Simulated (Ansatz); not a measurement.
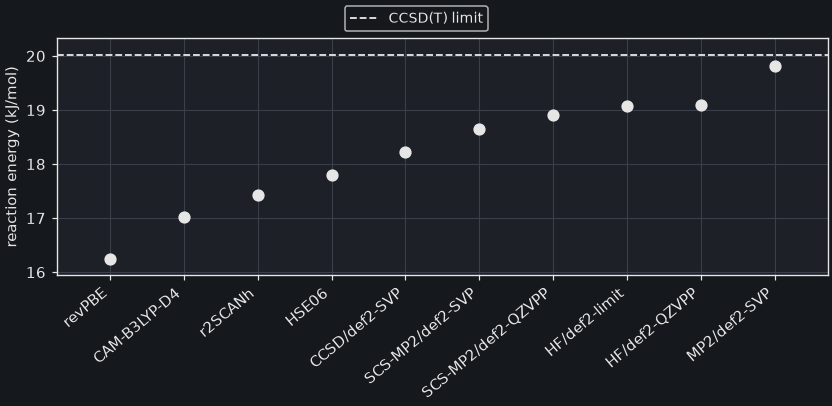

Electronic reaction energy of SnH₄SeS ([SH][SnH2][SeH]) + H₂S (S) → SnH₄S₂ ([SH][SnH2][SH]) + H₂Se ([SeH2]) (SMILES in brackets) at several levels (functionals in def2-TZVPP unless a basis is named), isolated molecules at PBE0-D4 triple-zeta geometries, minima by their frequencies, no zero-point or thermal terms, the Ansatz code. The line is frozen-core CCSD(T) at the basis limit (MP2 extrapolated from triple and quadruple zeta, plus CCSD(T) less MP2 in a smaller set). No dispersion term is added to revPBE, r2SCANh and HSE06. The distance of CCSD/def2-SVP, SCS-MP2/def2-SVP, SCS-MP2/def2-QZVPP and MP2/def2-SVP to the limit includes basis error. Core potentials past Kr.

### What do zero-point energy and temperature add?

Zero-point change −1.2 kJ/mol; at 298.15 K and 1 bar the CCSD(T) limit plus thermal terms gives an enthalpy of reaction of 18.4 and a free energy of 16.4 kJ/mol (harmonic PBE0-D4 modes, ideal gas).

### Which level comes closest to the line (CCSD(T) limit), and which misses most?

Closest MP2/def2-SVP (19.8 kJ/mol), against 20.0 kJ/mol; farthest revPBE (16.2 kJ/mol).

Note: no scalar relativity up to krypton; outer-core shells are correlated without core-valence functions, which makes the correlated values less sure; spin-orbit coupling is left out, and with Sn it can shift these values.
